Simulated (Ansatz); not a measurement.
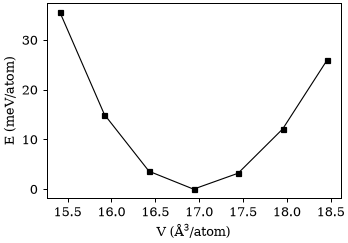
Fig. 1. Mg₃SnO (anti-perovskite, Pm-3m) under volume change, the program Ansatz at the PBE level (PAW), scaled uniformly.

### Question
What does a third-order Birch–Murnaghan fit give for V₀, B₀ and B′?

### Answer
V₀ = 16.94 Å³/atom, B₀ = 70.4 GPa, B′ = 4.2.

The start of the workflow was typed in or built on a structure type; neither database checked (COD, Materials Project) lists it. Whether it is the stable phase at ambient conditions was not checked. The cell was relaxed with PBE under the symmetry of its start; whether a distortion lowers the energy is not shown. Scalar-relativistic: spin–orbit coupling is off unless named, which matters more the heavier the elements.

Potentials: the later of the program's two PAW sets.
